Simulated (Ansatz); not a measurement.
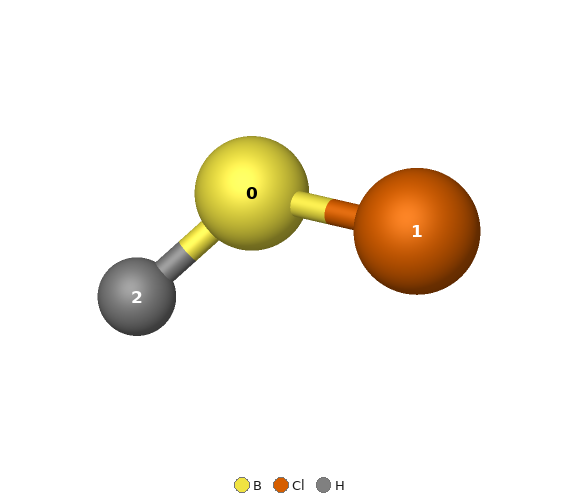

The structure as it stands in the input. Atoms are numbered from 0, in the order of the input.

The calculation was set up as follows.

```yaml
crystal:
  periodic: [false, false, false]
  atoms:
    - {symbol: B, position_ang: [0.056797, -0.499495, -0.030233]}
    - {symbol: Cl, position_ang: [0.840952, 0.697028, 0.537178]}
    - {symbol: H, position_ang: [-0.995610, -0.395026, -0.583170]}
basis:
  gaussian: {orbitals: def2-TZVPP}
magnetization: {spin_polarized: true, initial_magnetization: 1}
correlation: {method: ccsd_t}
scf: {omitted_lower_state_checks: [cluster_reference]}
```

What the program printed:

```
Functional definition: HF
  name "HF"
  cite "Fock, Z. Phys. 61, 126 (1930) doi:10.1007/BF01340294"
  parent pbe
  exchange = exact_x
  correlation = 0
these checks for a lower state are left out or cut short: cluster_reference
516 factors; integrals over basis functions are off by at most 1.4e-3 eV
mean field evaluation 1: about -13189.2488 eV, gradient 8.4e0 eV
mean field evaluation 2: about -13189.2509 eV, gradient 8.4e0 eV
mean field evaluation 4: about -13190.0989 eV, gradient 9.9e-1 eV
mean field evaluation 8: about -13190.1255 eV, gradient 1.1e-3 eV
mean field -13190.12552102 eV, -484.7281723092 hartree, gradient 3.0e-6 eV, S^2 0.756083; 0 other end points of the search recorded, 0 dependent functions left out
6 core orbitals not correlated: weight in the atoms' cores, before any rotation towards them, 1.000 or more for the frozen orbitals, at most 0.000 for the correlated occupied ones
reference -13190.12552102 eV, -484.7281723092 hartree; 6, 5 occupied and 75, 76 virtual orbitals, 516 factors
second order -7.28013818 eV of doubles, -0.00000000 eV of singles
cycle   1  -7.77173839 eV  change   -4.9e-1 eV  update   5.8e-2
cycle   2  -7.97480425 eV  change   -2.0e-1 eV  update   2.0e-2
cycle   3  -8.00956490 eV  change   -3.5e-2 eV  update   1.0e-2
cycle   4  -8.00492609 eV  change    4.6e-3 eV  update   4.1e-3
cycle   5  -8.00528438 eV  change   -3.6e-4 eV  update   1.3e-3
cycle   6  -8.00541880 eV  change   -1.3e-4 eV  update   4.5e-4
cycle   7  -8.00549861 eV  change   -8.0e-5 eV  update   1.7e-4
cycle   8  -8.00551980 eV  change   -2.1e-5 eV  update   5.0e-5
cycle   9  -8.00550738 eV  change    1.2e-5 eV  update   1.4e-5
cycle  10  -8.00550875 eV  change   -1.4e-6 eV  update   4.7e-6
perturbative correction -0.32954366 eV, -0.0121105063 hartree
Total energy: -13198.46057343 eV, -485.0344798356 hartree
Checks for a lower state left out: cluster_reference
```
